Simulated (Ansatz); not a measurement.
# Si2H4 (SMILES [SiH][SiH3]) at UBHLYP/STO-3G

Aim: the electronic atomisation energy of Si2H4 at UBHLYP/STO-3G, from 3 runs. 

Program for the calculation: Ansatz 0.2.0.

29 further runs of the same task are left out: 29 set aside as unsound or not needed.

**1. The system as given**

The species is Si2H4 (6 atoms), meant as a triplet with charge 0. As SMILES, `[SiH][SiH3]`. The shape is that of a GFN2-xTB optimisation.

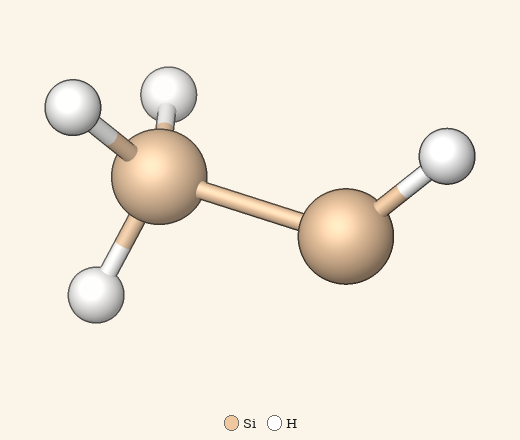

The structure, seen from a chosen angle (silicon light orange, hydrogen white).

**2. The energy at UBHLYP/STO-3G**

molecule.yaml

```yaml
crystal:
  periodic: [false, false, false]
  atoms:
    - {symbol: Si, position_ang: [0.322720, -1.575880, 0.287350]}
    - {symbol: Si, position_ang: [-0.300130, 0.523270, -0.245660]}
    - {symbol: H, position_ang: [1.427930, -2.017820, 1.155760]}
    - {symbol: H, position_ang: [-1.456530, 0.376070, -1.136010]}
    - {symbol: H, position_ang: [0.714920, 1.325330, -0.951090]}
    - {symbol: H, position_ang: [-0.708920, 1.369020, 0.889660]}
basis:
  gaussian:
    orbitals: STO-3G
accuracy: high
hamiltonian:
  xc: {name: BHLYP}
magnetization:
  spin_polarized: true
  initial_magnetization: 2
total_charge: 0
```

The run is started by

```console
$ ansatz run molecule.yaml --threads 1 --pin off --max-ram 2610MiB --events-out events.jsonl --progress --plain --runs-dir runs
```

The log of the run:

```text
Warning: RAYON_NUM_THREADS=1 ignored (pool sized by the plan → 1); use --threads N
Functional definition: BHLYP
  name "BHLYP"
  parameter a = 0.5
  exchange = (1 - a)*b88_x + a*exact_x
  correlation = lyp_c
388 factors; integrals over basis functions are off by at most 6.1e-9 eV
mean field evaluation 1: about -15633.3945 eV, gradient 7.7e0 eV
mean field evaluation 2: about -15633.9801 eV, gradient 3.2e0 eV
mean field evaluation 4: about -15634.0810 eV, gradient 1.6e-1 eV
mean field evaluation 8: about -15634.0492 eV, gradient 1.9e-3 eV
mean field evaluation 16: about -15634.0492 eV, gradient 3.9e-7 eV
mean field -15634.04917816 eV, -574.5407101583 hartree, gradient 1.6e-8 eV, S^2 2.001370; 0 other end points of the search recorded, 0 dependent functions left out
reference -15634.04919844 eV, -574.5407109034 hartree; 17, 15 occupied and 5, 7 virtual orbitals, 388 factors
Total energy: -15634.04919844 eV, -574.5407109034 hartree
```

It took 1.3 s on 1 thread of AMD EPYC 9R14 (Zen 4), shared host; peak memory 0.16 GiB.

**3. The H atom, same level**

in.yaml

```yaml
crystal:
  periodic: [false, false, false]
  atoms:
    - {symbol: H, position_ang: [0.000000, 0.000000, 0.000000]}
basis:
  gaussian:
    orbitals: STO-3G
magnetization:
  spin_polarized: true
  initial_magnetization: 1
hamiltonian:
  xc: {name: BHLYP}
accuracy: high
```

Run the same way, it converges to -0.46466 Eh (log not shown).

**4. The Si atom at the same level**

molecule.yaml

```yaml
crystal:
  periodic: [false, false, false]
  atoms:
    - {symbol: Si, position_ang: [0.000000, 0.000000, 0.000000]}
basis:
  gaussian:
    orbitals: STO-3G
magnetization:
  spin_polarized: true
  initial_magnetization: 2
hamiltonian:
  xc: {name: BHLYP}
accuracy: high
```

Run the same way, it converges to -285.95554 Eh (log not shown).

**5. Outcome**

Level: UBHLYP/STO-3G.

| quantity | value |
| --- | --- |
| molecule: total energy | -574.54071 Eh |
| molecule: ⟨S²⟩ | 2.001 |
| H atom: total energy | -0.46466 Eh |
| H atom: ⟨S²⟩ | 0.750 |
| Si atom: total energy | -285.95554 Eh |
| Si atom: ⟨S²⟩ | 2.000 |
| electronic atomisation energy | 20.979 eV |

In words: Taking the molecule apart into free atoms costs 20.98 eV (484 kcal/mol), before zero-point energy and without spin-orbit coupling. In a minimal basis such a difference can be off by several eV, whatever the method.
